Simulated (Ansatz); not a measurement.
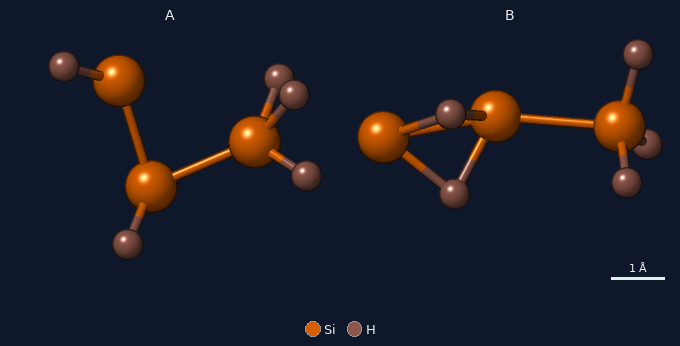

Two geometries of Si3H5 (charge +1), drawn at one scale. One is the start of a relaxation, the other its converged end. A ball-and-stick model, seen face on.

Theory: Ansatz, RKS PBE-D4/def2-SVP. Set-up: force threshold 0.03 eV/Å; at most 250 steps.

**Which of the two is the end point?**

Structure B is the relaxed one. It is one of the separated reactants of a reaction. A Si atom moves most after the best rigid fit: 1.80 Å. Largest moves by element: Si 1.80 Å, H 1.44 Å. Among the contacts that change: Si–Si 2.855 → 4.525 Å, H–Si 3.294 → 1.687 Å, H–Si 3.146 → 1.754 Å, H–Si 1.479 → 1.756 Å. Bond angles that change, for instance: Si–Si–Si 80.1° → 156.4°, Si–Si–H 124.7° → 48.7°, Si–Si–H 114.8° → 51.4°. Over 34 accepted moves (37 points after the start) the energy falls by 4.337 eV. The largest force component goes from 3.1 to 0.022 eV/Å. The line search rejected the trial steps at points 12, 21, 30 of the run.
